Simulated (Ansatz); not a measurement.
HfNb3O3

The calculation's input:

```
crystal:
  lattice:
    - [4.4315987642, 0.0, 0.0]
    - [0.0, 4.4315987642, 0.0]
    - [0.0, 0.0, 4.4315987642]
  atoms:
    - { symbol: Hf, position: [0.5, 0.5, 0.5] }
    - { symbol: Nb, position: [0.0, 0.5, 0.0] }
    - { symbol: Nb, position: [0.0, 0.0, 0.5] }
    - { symbol: Nb, position: [0.5, 0.0, 0.0] }
    - { symbol: O, position: [0.5, 0.0, 0.5] }
    - { symbol: O, position: [0.5, 0.5, 0.0] }
    - { symbol: O, position: [0.0, 0.5, 0.5] }
basis:
  ecutwfc: 420
kpoints:
  mp_grid: { grid: [8, 8, 8] }
  band_path:
    path:
      - [[0.0, 0.0, 0.0], [0.0, 0.5, 0.0], [0.5, 0.5, 0.0], [0.0, 0.0, 0.0], [0.5, 0.5, 0.5], [0.0, 0.5, 0.0]]
      - [[0.5, 0.5, 0.5], [0.5, 0.5, 0.0]]
    npoints: 14
hamiltonian:
  xc: pbe
scf:
  occupations: { method: gaussian, width: 0.1 }
  n_extra_bands: 17
output:
  forces: true
  stress: true
  eigenvalues: true
  populations: true
  dos: { projected: true, de: 0.02, nscf_kmesh: { grid: [10, 10, 10] } }
  bader: true
  write_density: true
  write_potential: true
  elf: true
  volumetric_format: npy
```

Launched as:

```sh
ansatz run input.yaml --threads 1 --pin off --max-ram 2560MiB --backend cpu --events-out ev --progress --plain --runs-dir out
```

Below, planes, directions and counts refer to the conventional cell (a = 4.43 Å, b = 4.43 Å, c = 4.43 Å, α = 90.00°, β = 90.00°, γ = 90.00°).

Space group Pm-3m; a structure from a database of computed crystals, not necessarily the ambient phase; a generated structure, not necessarily the stable one; computed without spin polarisation.

These are results of Ansatz, DFT PBE, scalar-relativistic, plane waves, PAW, not measurements.

Question: What will maps of the valence pseudo-density and electron localisation function show?

Answer: Hf–O (2.22 Å): the density is about 0.5 e/Å³ at the midpoint; the ELF peaks at about 0.80 in the valence shell of O, 0.6 Å from its nucleus, and drops to about 0.10 between the two atoms: no shared electron pair shows on this line.
Nb–O (2.22 Å): ρ at the midpoint is about 0.43 e/Å³; the ELF peaks at about 0.80 in the valence shell of O, 0.6 Å from its nucleus, and drops to about 0.05 between the two atoms (no localised pair shows between them).
Bader's partition of the density gives Hf +1.92, Nb +0.83 and O −1.47 e.

Question: What Bader charges does the calculation give?

Answer: Electrons move from Hf and Nb towards O. Bader charges: Hf +1.92, Nb +0.83 and O −1.47 e.

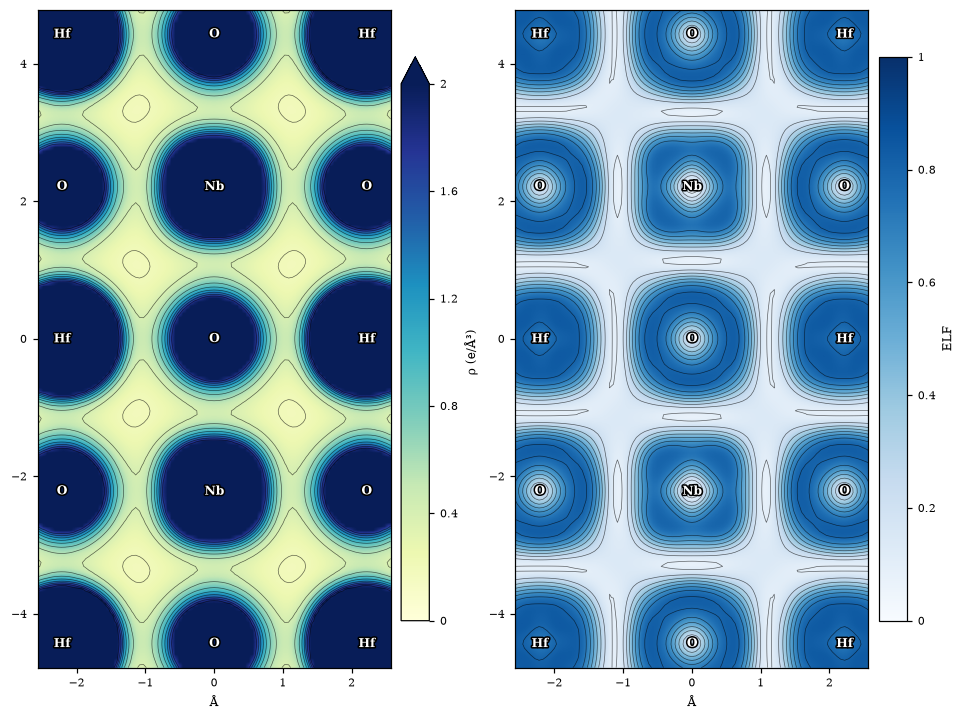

Computed valence pseudo-density and electron localisation function on the (100) plane of the conventional cell, in this order. 

Core electrons are frozen (PAW), and the valence fields are smoothed inside the atomic spheres.
